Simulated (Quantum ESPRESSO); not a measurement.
## Cost against accuracy: ecutwfc for Y₂CuGe₆ (Amm2, 9 atoms in the cell)

Cell: a = 4.0905 Å, b = 10.8738 Å, c = 10.8738 Å, α = 21.59°, β = 90.00°, γ = 90.00°.

Level of theory: LDA (PZ), PSlibrary PAW (LDA) pseudopotentials (plane waves; Quantum ESPRESSO).

Base settings: ecutwfc = 55 Ry; ecutrho = 385 Ry; occupations = smearing; smearing = fd; degauss = 0.0073499 Ry; K_POINTS = automatic 7 7 7 0 0 0; conv_thr = 1e-10 Ry; mixing_beta = 0.7.

Misses are taken against the tightest run, 55 Ry, which need not be fully converged itself. The energy is the free energy per atom.

The count of work is k-points × plane waves × bands × iterations; it is no time, and leaves out set-up, grids and terms that scale otherwise. Core times come from one kind of shared machine and are given to one figure; runs under 30 s give none.

The starting cell comes from a database of computed structures (which also holds hypothetical and non-ambient phases and stackings), without a prior relaxation at this level. Spin polarisation is off. In the base run, with a pressure of about -6 GPa the cell is away from its equilibrium volume at this level.

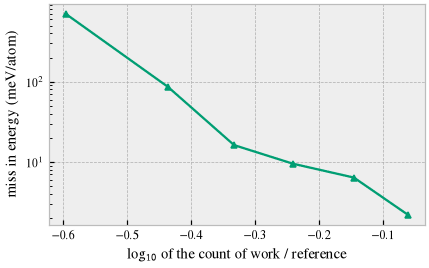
Miss against the count of work; the reference run is not drawn, and misses under 0.1 meV/atom are drawn there.

```csv
ecutwfc,energy less reference (meV/atom),pressure less reference (GPa),largest difference in the force on any atom (eV/Å),count of work / reference,core time / reference (rough)
22 Ry (ecutrho: 385 Ry → 154 Ry),701.42,-26.84,0.057,0.25,0.2
28 Ry (ecutrho: 385 Ry → 196 Ry),86.16,-4.76,0.014,0.37,0.3
33 Ry (ecutrho: 385 Ry → 231 Ry),16.20,-0.58,0.004,0.47,0.4
38 Ry (ecutrho: 385 Ry → 266 Ry),9.49,0.03,0.004,0.58,0.3
44 Ry (ecutrho: 385 Ry → 308 Ry),6.38,-0.08,0.003,0.72,0.6
50 Ry (ecutrho: 385 Ry → 350 Ry),2.21,-0.07,0.000,0.87,0.8
55 Ry,0.00,0.00,0.000,1.0,1
```

Coarsest setting among those run that, with all tighter ones, holds the energy within 20 meV/atom of the reference: 33 Ry (ecutrho: 385 Ry → 231 Ry), off by 16 meV/atom; its saving against the reference is no more than about a factor of 2 in the count of work.

Coarsest setting among those run that, with all tighter ones, holds the energy within 5 meV/atom of the reference: 50 Ry (ecutrho: 385 Ry → 350 Ry), off by 2.2 meV/atom; its saving against the reference is no more than about a factor of 2 in the count of work.

The step from 22 Ry (ecutrho: 385 Ry → 154 Ry) to 44 Ry (ecutrho: 385 Ry → 308 Ry): it takes the miss in the energy from 700 to 6.4 meV/atom, for 2.8 times the count of work and roughly 4 times the time.
